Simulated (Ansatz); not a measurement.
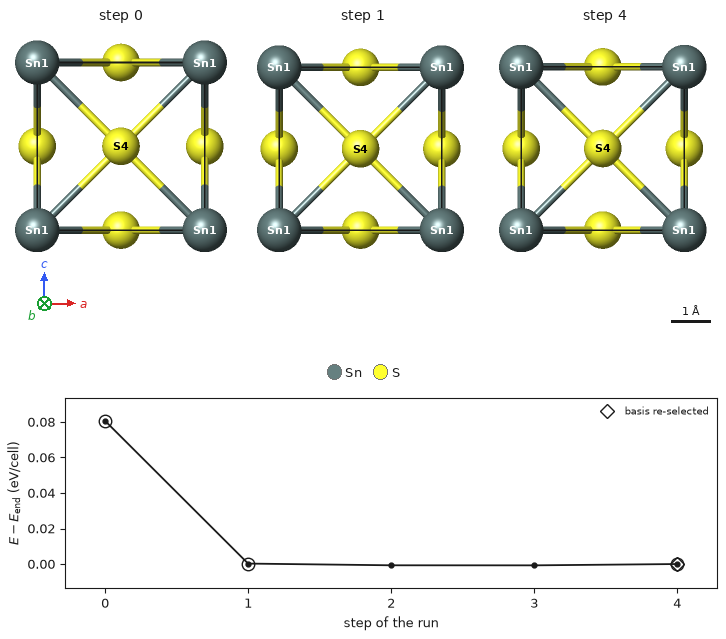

Frames of a relaxation of a crystal of SnS₃ (a generated structure, set up in Pm-3m), marked on the history of the run. A ball-and-stick model of the cell of the calculation, seen along the b axis.

Method: DFT PBE, scalar-relativistic, plane waves, PAW (Ansatz 0.2.0).

The input:
```yaml
crystal:
  lattice:
    - [4.39648509, 0.0, 0.0]
    - [0.0, 4.39648509, 0.0]
    - [0.0, 0.0, 4.39648509]
  atoms:
    - { symbol: Sn, position: [0.0, 0.0, 0.0] }
    - { symbol: S, position: [0.5, 0.5, 0.0] }
    - { symbol: S, position: [0.0, 0.5, 0.5] }
    - { symbol: S, position: [0.5, 0.0, 0.5] }
basis:
  ecutwfc: 420
kpoints:
  mp_grid: { grid: [10, 10, 10] }
hamiltonian:
  xc: pbe
scf:
  occupations: { method: gaussian, width: 0.1 }
output:
  forces: true
  stress: true
  eigenvalues: true
  write_density: true
  write_potential: true
  elf: true
  volumetric_format: npy
relax:
  adjacent_minimum: "off"
  f_tol: 0.01
  max_steps: 80
  cell: { stress_tol: 0.05 }
```

Launched with:
```bash
ansatz run input.yaml --threads 1 --pin off --max-ram 2560MiB --backend cpu --events-out ev --progress --plain --runs-dir out
```

**Describe the path.**

The atoms keep their places relative to the cell (all moves are under 0.005 Å). Cell: a = b = c 4.396 → 4.281 Å (−2.6 %). Volume −7.7 %. Near-neighbour distances that change, for instance: Sn1–S2 3.109 → 3.027 Å. The space group stays Pm-3m (No. 221). The energy falls by 80.6 meV per cell of the calculation in 3 accepted moves (4 points after the start). All forces vanish by symmetry, so only the cell relaxes. The pressure goes from −3.70 to 0.00 GPa. The SCF was repeated once at an unchanged geometry on a basis and grid sized afresh for the cell, which shifted the energy by 0.7 meV per cell of the calculation at most. From step 0 to 1: volume −8.5 %, energy −80.4 meV per cell of the calculation. From step 1 to 4: volume +0.9 %, energy −0.3 meV per cell of the calculation.

| step | E − E(0), meV/atom | pressure, GPa | volume, Å³/atom | note |
| --- | --- | --- | --- | --- |
| 0 | 0.00 | -3.70 | 21.245 |  |
| 1 | -20.09 | 0.50 | 19.438 |  |
| 2 | -20.33 | -0.07 | 19.637 |  |
| 3 | -20.34 | 0.00 | 19.613 |  |
| 4 | -20.16 | 0.00 | 19.613 | same geometry, new basis |
